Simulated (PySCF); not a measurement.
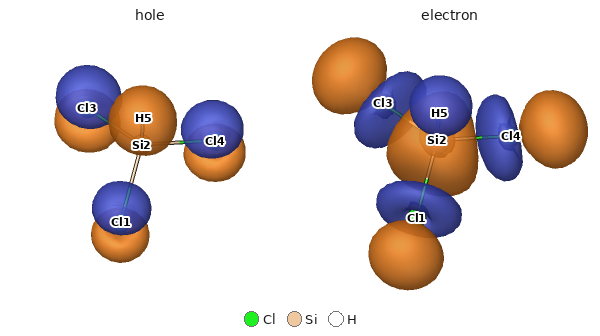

*Cl₃HSi, SMILES `Cl[SiH](Cl)Cl`. Leading natural transition orbital pair of S₄ (TDA singlet states); the surfaces enclose about 70 % of each orbital's density.*

Level of theory: CAM-B3LYP/aug-cc-pVDZ (PySCF), at a geometry from GFN2-xTB. No frequency check shows the geometry to be a minimum. GFN2-xTB bond lengths at metals and heavier atoms can be off by up to 0.1 Å and shapes distorted, which carries into these values.

Input script:

```python
import numpy as np
from pyscf import gto, scf, dft, tdscf
from pyscf.scf import atom_ks, atom_hf
from scipy.linalg import block_diag

def solve(mol, dm0=None, hcore=None):
    mf = (dft.UKS if mol.spin else dft.RKS)(mol, xc='camb3lyp')
    mf.grids.level = 3
    mf = mf.density_fit(auxbasis='def2-universal-jkfit')
    mf.conv_tol, mf.max_cycle = 1e-8, 80
    if hcore is not None:
        mf.get_hcore = lambda *args: hcore
    mf.kernel(dm0)
    if not mf.converged:
        mf = mf.newton().run(mf.mo_coeff, mf.mo_occ, max_cycle=30)
    assert mf.converged, 'SCF not converged'
    return mf

mol = gto.M(atom='''
Cl    -0.50847     1.82719     0.17304
Si     0.00024    -0.00075    -0.49241
Cl    -1.32871    -1.35334     0.17342
Cl     1.83701    -0.47311     0.17336
H     -0.00035    -0.00204    -1.94307
''', basis='aug-cc-pvdz', charge=0, spin=0, verbose=4)
mf = solve(mol)
td = mf.TDA()
td.nstates, td.singlet, td.conv_tol = 5, True, 1e-5
td.kernel()
td.analyze()
x, y = np.array([p[0] for p in td.xy]), np.array([p[1] + 0 * p[0] for p in td.xy])
f, mu = td.oscillator_strength(), td.transition_dipole()
nto = [td.get_nto(state=i + 1, verbose=4) for i in range(len(td.e))]
# spherically averaged free atoms, for the promolecule
atm = atom_ks.get_atm_nrks(mol, xc='camb3lyp')
pro = block_diag(*[(atm[a[0]][2] * atm[a[0]][3]) @ atm[a[0]][2].T for a in mol._atom])
np.savez('result.npz', e=td.e, f=f, ok=td.converged, w=[n[0] for n in nto], nto=[n[1] for n in nto], x=x, y=y, c=mf.mo_coeff, occ=mf.mo_occ, eps=mf.mo_energy, pro=pro, mu=mu)
```

Command:

```sh
OMP_NUM_THREADS=1 python input.py
```

The run took 4.5 min on 1 thread of AMD EPYC 7571, on a shared host, peak memory 0.63 GiB.

Where does the state lie, and where do hole and electron sit?

8.35 eV (148 nm), f = 0.079, partly diffuse acceptor orbital; the leading pair carries 94 %; hole on Cl3 (29 %), Cl1 and Cl4 (21 % each) and H5 (15 %), electron on Si2 (33 %), Cl3 and Cl4 (21 % each) and Cl1 (19 %) (atom shares of so diffuse an orbital are rough); their centroids lie 0.2 Å apart; S₂ and S₃ lie within 0.1 eV of it. In canonical orbitals it is mainly HOMO−1 → LUMO (41 %). The HOMO–LUMO gap is 11.31 eV.
